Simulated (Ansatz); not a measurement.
## Electronic structure of CH5BFNS (SMILES BNC(F)S) in real space

The calculation's input:

```
crystal:
  periodic: [false, false, false]
  atoms:
    - { symbol: B, position_ang: [0.2757, 1.2372, 1.0413] }
    - { symbol: "N", position_ang: [-0.4995, -0.0594, 0.8501] }
    - { symbol: C, position_ang: [-0.1033, -0.7228, -0.398] }
    - { symbol: F, position_ang: [-0.3666, -2.0462, -0.3347] }
    - { symbol: S, position_ang: [-0.8837, 0.0275, -1.8451] }
    - { symbol: H, position_ang: [0.93, 1.4765, 1.9617] }
    - { symbol: H, position_ang: [0.0833, 2.1609, 0.2596] }
    - { symbol: H, position_ang: [-0.1667, -0.6415, 1.6488] }
    - { symbol: H, position_ang: [1.0398, -0.6657, -0.4704] }
    - { symbol: H, position_ang: [-0.2259, -0.8176, -2.7103] }
basis:
  gaussian: { orbitals: "6-31G*" }
hamiltonian:
  xc: lda
relax:
  f_tol: 0.015
  max_steps: 40
output:
  orbitals: {}
```

Run with:

```sh
ansatz run input.yaml --threads 1 --pin off --max-ram 2048MiB --backend cpu --events-out ev --progress --plain --runs-dir out
```

The fields are those of the relaxed geometry.

These are results of RKS LDA/6-31G* (Ansatz 0.2.0), not measurements.

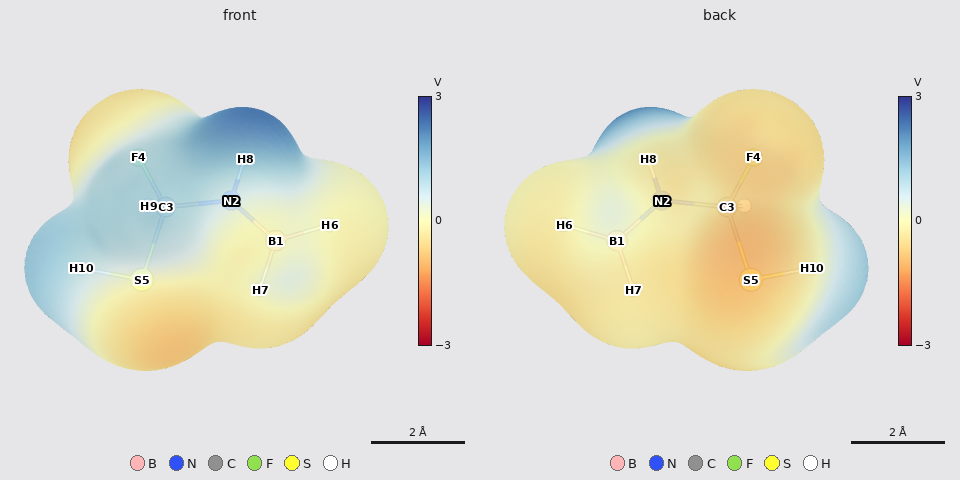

Figure 1. The electrostatic potential painted on the density surface at 0.002 e/bohr³, seen from the front and from behind; red is negative and blue positive.

### Describe the electrostatic potential map.

The most negative region (about −1.1 V) lies over S5, the most positive (about +2.3 V) over H8.

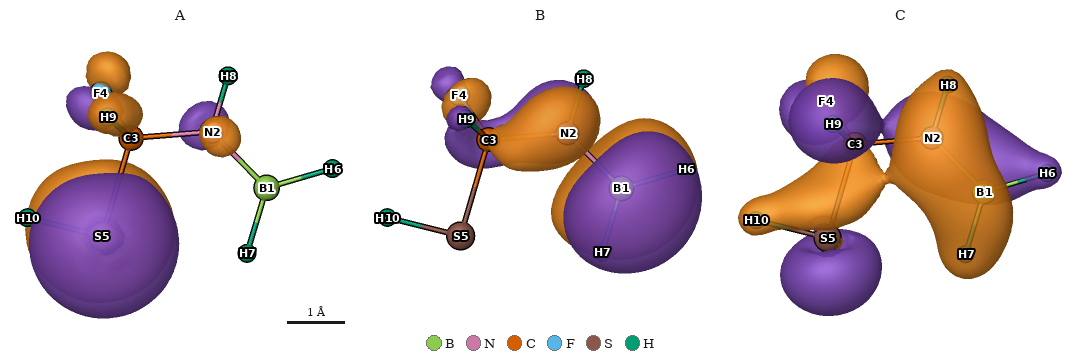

Figure 2. Three frontier orbitals at ±0.1 Å⁻³ᐟ² (orange and purple are the two phases), in no order.

### Which picture is the HOMO−1, the HOMO and the LUMO?

C is the HOMO−1 (−7.27 eV). By Hirshfeld shares it lies mainly on N2 (about 35 %), S5 (about 15 %), B1 (about 15 %), F4 (about 10 %), C3 (about 10 %) and H9 (about 5 %). A is the HOMO (−6.09 eV). It lies mainly on S5 (about 85 %); largely a lone pair of S5. B is the LUMO (−1.07 eV). Its weight (Hirshfeld) is mainly on B1 (about 60 %), N2 (about 15 %), H6 (about 5 %) and H7 (about 5 %).

### What is the HOMO–LUMO gap?

5.02 eV between the orbital energies.

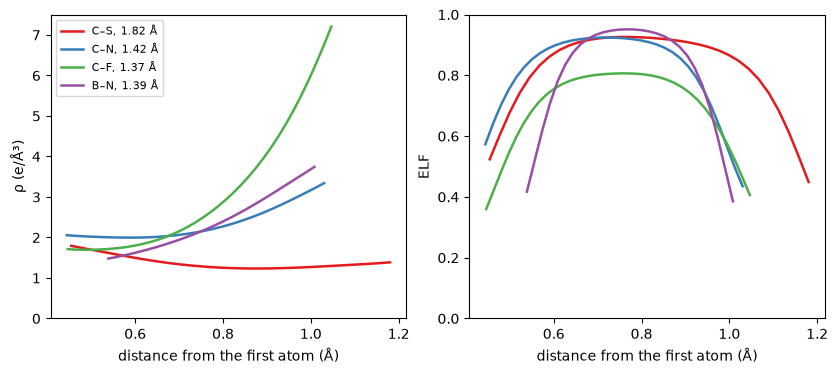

Figure 3. Electron density and electron localisation function along straight lines between neighbouring atoms. The curves leave out the atomic cores.

### Compare the contacts.

C–S (1.82 Å): the density is about 1.2 e/Å³ at the midpoint; the ELF peaks at about 0.95 between the atoms, as expected for localised, covalent bonding.
C–N (1.42 Å): ρ is about 2.1 e/Å³ halfway; the ELF peaks at about 0.90 between the atoms (a covalent bond).
C–F (1.37 Å): ρ at the midpoint is about 2.1 e/Å³, with its minimum of 1.7 e/Å³ about 0.5 Å from C; the ELF peaks at about 0.80 between the atoms, as expected for a polar covalent bond.
B–N (1.39 Å): ρ is about 1.9 e/Å³ halfway; the ELF peaks at about 0.95 between the atoms; a polar covalent bond.
